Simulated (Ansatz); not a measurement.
# r2SCAN0/STO-3G run of SiH3OF (SMILES O[SiH2]F)

What is the electronic atomisation energy of SiH3OF at r2SCAN0/STO-3G? 

Program for the calculation: Ansatz 0.2.0.

71 further runs of the same task are left out: 10 that didn't finish, 61 set aside as unsound or not needed.

## (1) The molecule

SiH3OF has 6 atoms, charge 0, and is taken as a singlet. SMILES: `O[SiH2]F`. The shape is that of a PBE0-D4/def2-TZVP optimisation. This is one conformer, not always the lowest.

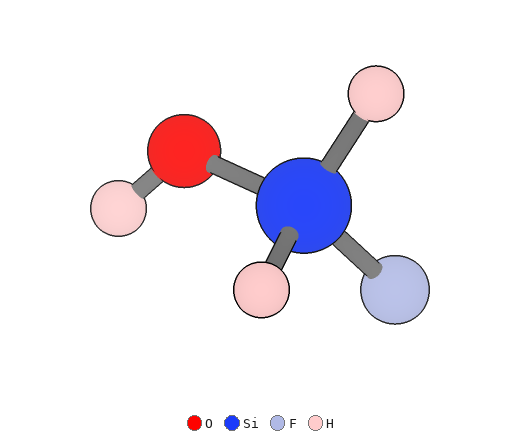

Viewed from a chosen angle; oxygen red, silicon blue, fluorine light blue, hydrogen pink.

## (2) A single-point energy at r2SCAN0/STO-3G

The input, run.yaml:

```yaml
crystal:
  periodic: [false, false, false]
  atoms:
    - {symbol: O, position_ang: [-0.853500, -0.209200, -0.924100]}
    - {symbol: Si, position_ang: [0.378300, -0.009300, 0.123900]}
    - {symbol: F, position_ang: [0.180800, -0.922800, 1.417800]}
    - {symbol: H, position_ang: [-1.714200, 0.150200, -0.705600]}
    - {symbol: H, position_ang: [1.595600, -0.458500, -0.575800]}
    - {symbol: H, position_ang: [0.455100, 1.385600, 0.617600]}
basis:
  gaussian:
    orbitals: STO-3G
hamiltonian:
  xc: {name: r2SCAN0}
accuracy: high
```

The run is started by

```
$ ansatz run run.yaml --threads 1 --pin off --max-ram 2610MiB --events-out events.jsonl --progress --plain --runs-dir runs
```

Standard output:

```text
Warning: RAYON_NUM_THREADS=1 ignored (pool sized by the plan → 1); use --threads N
Functional definition: r2SCAN0
  name "r2SCAN0"
  parameter a = 0.25
  parameter k0 = 0.174
  parameter k1 = 0.065
  parameter a1 = 4.9479
  exchange = (1 - a)*r2scan_x(k0 = k0, k1 = k1, a1 = a1) + a*exact_x
  correlation = r2scan_c
413 factors; integrals over basis functions are off by at most 3.1e-8 eV
mean field evaluation 1: about -12526.8462 eV, gradient 2.4e1 eV
mean field evaluation 2: about -12527.8616 eV, gradient 1.8e1 eV
mean field evaluation 4: about -12528.9169 eV, gradient 3.5e-1 eV
mean field evaluation 8: about -12528.8958 eV, gradient 1.2e-3 eV
mean field evaluation 16: about -12528.8958 eV, gradient 9.6e-9 eV
mean field -12528.89575456 eV, -460.4284265895 hartree, gradient 9.5e-9 eV, S^2 0.000000; 0 other end points of the search recorded, 0 dependent functions left out
reference -12528.89575486 eV, -460.4284266005 hartree; 17, 17 occupied and 5, 5 virtual orbitals, 413 factors
Total energy: -12528.89575486 eV, -460.4284266005 hartree
```

Wall time 3.6 s (1 thread of Arm Neoverse V1, shared host); peak memory 0.15 GiB.

## (3) The F atom, same level

The input, molecule.yaml:

```yaml
crystal:
  periodic: [false, false, false]
  atoms:
    - symbol: F
      position_ang: [0.000000, 0.000000, 0.000000]
basis:
  gaussian:
    orbitals: STO-3G
hamiltonian:
  xc: {name: r2SCAN0}
magnetization:
  spin_polarized: true
  initial_magnetization: 1
accuracy: high
```

The run is started by

```
$ ansatz run molecule.yaml --threads 1 --pin off --max-ram 2610MiB --events-out events.jsonl --progress --plain --runs-dir runs
```

Standard output:

```text
Warning: RAYON_NUM_THREADS=1 ignored (pool sized by the plan → 1); use --threads N
Functional definition: r2SCAN0
  name "r2SCAN0"
  parameter a = 0.25
  parameter k0 = 0.174
  parameter k1 = 0.065
  parameter a1 = 4.9479
  exchange = (1 - a)*r2scan_x(k0 = k0, k1 = k1, a1 = a1) + a*exact_x
  correlation = r2scan_c
15 factors; integrals over basis functions are off by at most 1.2e-9 eV
mean field evaluation 1: about -2673.8360 eV, gradient 5.7e-11 eV
mean field evaluation 2: about -2673.8310 eV, gradient 2.4e-10 eV
mean field -2673.83099676 eV, -98.2614767433 hartree, gradient 0.0e0 eV, S^2 0.750000; 0 other end points of the search recorded, 0 dependent functions left out
reference -2673.83099681 eV, -98.2614767448 hartree; 5, 4 occupied and 0, 1 virtual orbitals, 15 factors
Total energy: -2673.83099681 eV, -98.2614767448 hartree
```

Wall time 0.6 s (1 thread of Arm Neoverse V1, shared host); peak memory 0.096 GiB.

## (4) The H atom, same level

The input, job.yaml:

```yaml
crystal:
  periodic: [false, false, false]
  atoms:
    - {symbol: H, position_ang: [0.000000, 0.000000, 0.000000]}
basis:
  gaussian:
    orbitals: STO-3G
total_charge: 0
magnetization:
  spin_polarized: true
  initial_magnetization: 1
hamiltonian:
  xc: {name: r2SCAN0}
accuracy: high
```

The run is started by

```
$ ansatz run job.yaml --threads 1 --pin off --max-ram 2610MiB --events-out events.jsonl --progress --plain --runs-dir runs
```

Standard output:

```text
Warning: RAYON_NUM_THREADS=1 ignored (pool sized by the plan → 1); use --threads N
Functional definition: r2SCAN0
  name "r2SCAN0"
  parameter a = 0.25
  parameter k0 = 0.174
  parameter k1 = 0.065
  parameter a1 = 4.9479
  exchange = (1 - a)*r2scan_x(k0 = k0, k1 = k1, a1 = a1) + a*exact_x
  correlation = r2scan_c
1 factors; integrals over basis functions are off by at most 4.6e-10 eV
mean field evaluation 1: about -12.6938 eV, gradient 0.0e0 eV
mean field evaluation 2: about -12.6938 eV, gradient 0.0e0 eV
mean field -12.69384000 eV, -0.4664900157 hartree, gradient 0.0e0 eV, S^2 0.750000; 0 other end points of the search recorded, 0 dependent functions left out
reference -12.69384034 eV, -0.4664900281 hartree; 1, 0 occupied and 0, 1 virtual orbitals, 1 factors
Total energy: -12.69384034 eV, -0.4664900281 hartree
```

It took 0.34 s on 1 thread of Arm Neoverse V1, shared host.

## (5) The O atom at the same level

The input, job.yaml:

```yaml
basis:
  gaussian:
    orbitals: STO-3G
crystal:
  periodic: [false, false, false]
  atoms:
    - {symbol: O, position_ang: [0.000000, 0.000000, 0.000000]}
magnetization:
  spin_polarized: true
  initial_magnetization: 2
hamiltonian:
  xc: {name: r2SCAN0}
accuracy: high
```

Run the same way, it converges to -74.02298 Eh (log not shown).

## (6) The Si atom at the same level

The input, input.yaml:

```yaml
crystal:
  periodic: [false, false, false]
  atoms:
    - {symbol: Si, position_ang: [0.000000, 0.000000, 0.000000]}
basis:
  gaussian:
    orbitals: STO-3G
magnetization:
  spin_polarized: true
  initial_magnetization: 2
hamiltonian:
  xc: {name: r2SCAN0}
accuracy: high
```

Run the same way, it converges to -285.92557 Eh (log not shown).

## (7) What came out

At r2SCAN0/STO-3G:

```
                     quantity          value
       molecule: total energy  -460.42843 Eh
         F atom: total energy   -98.26148 Eh
                 F atom: ⟨S²⟩          0.750
         H atom: total energy    -0.46649 Eh
                 H atom: ⟨S²⟩          0.750
         O atom: total energy   -74.02298 Eh
                 O atom: ⟨S²⟩          2.000
        Si atom: total energy  -285.92557 Eh
                Si atom: ⟨S²⟩          2.000
electronic atomisation energy      22.284 eV
```

In words: Taking the molecule apart into free atoms costs 22.28 eV (2150 kJ/mol), before zero-point energy and without spin-orbit coupling. In a minimal basis such a difference can be off by several eV, whatever the method.
